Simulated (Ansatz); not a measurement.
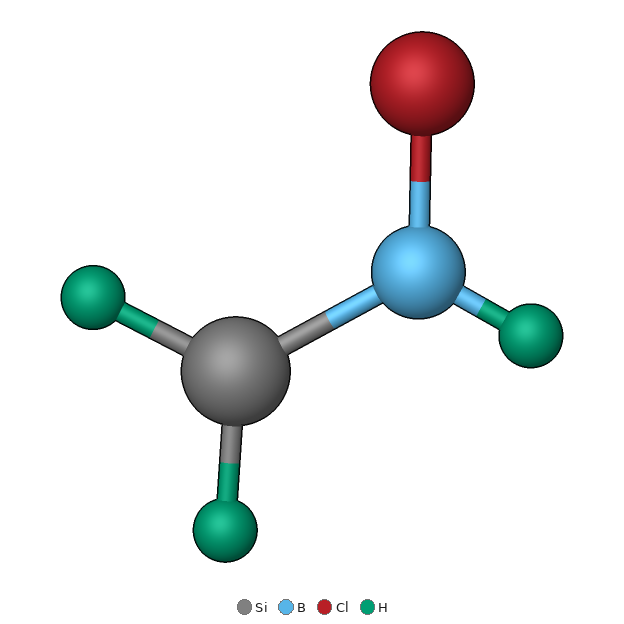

State: neutral, doublet. The geometry was computed by an optimisation with PBE0-D4/def2-TZVP. No frequency run is at hand to confirm it as a minimum.

Give the structural formula.

SMILES: [SiH2]BCl

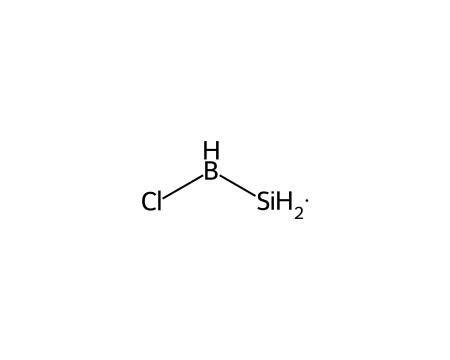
